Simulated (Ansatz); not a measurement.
## BSiH4 (SMILES [BH][SiH3]): the electronic atomisation energy, rung by rung

The species is BSiH4 (6 atoms), meant as a doublet with charge 0. As SMILES, `[BH][SiH3]`. Geometry: relaxed at GFN2-xTB.

```xyz
6

B     0.9385   -0.8301    0.6514
Si   -0.2687    0.3784   -0.1983
H     1.2069   -1.9213    0.9296
H    -1.5115   -0.1384   -0.8202
H     0.3927    1.1027   -1.3009
H    -0.7579    1.4086    0.7384
```

Each level gives the electronic atomisation energy (eV). The values are calculated. Electronic energies at fixed atoms, without zero-point motion or spin-orbit coupling.

```
           level                    kind  program  value (eV)  less FCI/STO-3G
   UB3LYP/STO-3G           global hybrid   Ansatz       23.21            +3.03
   UBHLYP/STO-3G           global hybrid   Ansatz       22.74            +2.56
    UPBE0/STO-3G           global hybrid   Ansatz       23.09            +2.91
  U-wB97X/STO-3G  range-separated hybrid   Ansatz       23.06            +2.88
  UB2PLYP/STO-3G           double hybrid   Ansatz       22.13            +1.95
    UCCSD/STO-3G   coupled cluster or CI   Ansatz       20.15            -0.03
UCCSDT(Q)/STO-3G   coupled cluster or CI   Ansatz       20.18             0.00
   UCCSDT/STO-3G   coupled cluster or CI   Ansatz       20.18             0.00
      FCI/STO-3G      exact in the basis   Ansatz       20.18             0.00
```

FCI/STO-3G is exact within its basis and frozen core, so for wave-function methods in that basis the difference is their error; functionals converge differently with the basis, so for them it is only a difference. The values span 20.15 to 23.21 eV. All rows use very small basis sets, so even the best lies far from the true value.

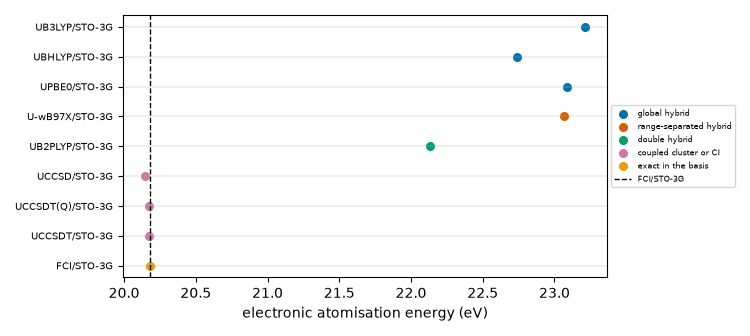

The values of the table, level by level.
